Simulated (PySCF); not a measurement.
BH$_{3}$, SMILES `B`.

Level of theory: M06-2X/def2-TZVP (PySCF), at a geometry from GFN2-xTB. No frequency check shows the geometry to be a minimum. A basis without diffuse functions makes polarisabilities too small.

Cartesian coordinates (Å):

```
B1       0.0000    0.0000    0.0000
H2      -0.3009    1.1249    0.0000
H3      -0.8237   -0.8231    0.0000
H4       1.1247   -0.3018    0.0000
```

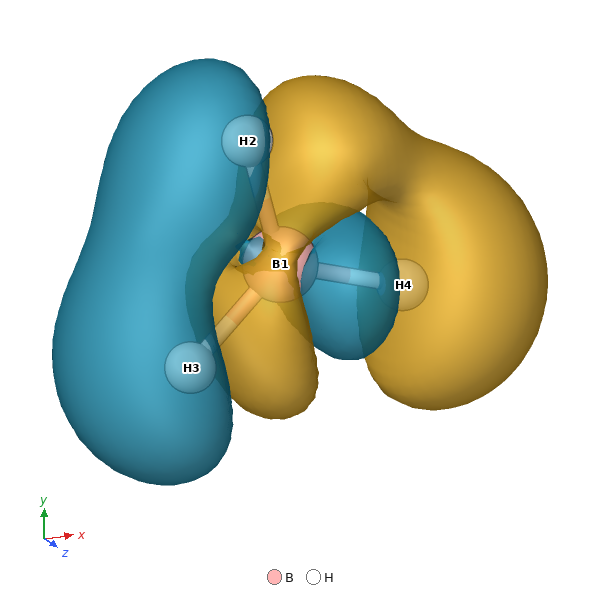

Change of the electron density in a uniform field of 0.41 V/Å, surfaces at ±0.0015 e/Å³ (yellow: gain, teal: loss).

> Along which Cartesian direction does the field point?

Along −x: electrons gather on the +x side, against the field.

> What dipole is induced, and what polarisability does it imply?

The induced dipole is 0.34 D (along the field); α along this axis, from the fields in both directions, is 17 bohr³ (2.5 Å³).

> Which atoms gain and lose the most charge?

Electrons gather most on H4 (Hirshfeld charge changes by −0.016 e) and leave H3 most (+0.012 e); 0.039 electrons are displaced in all.
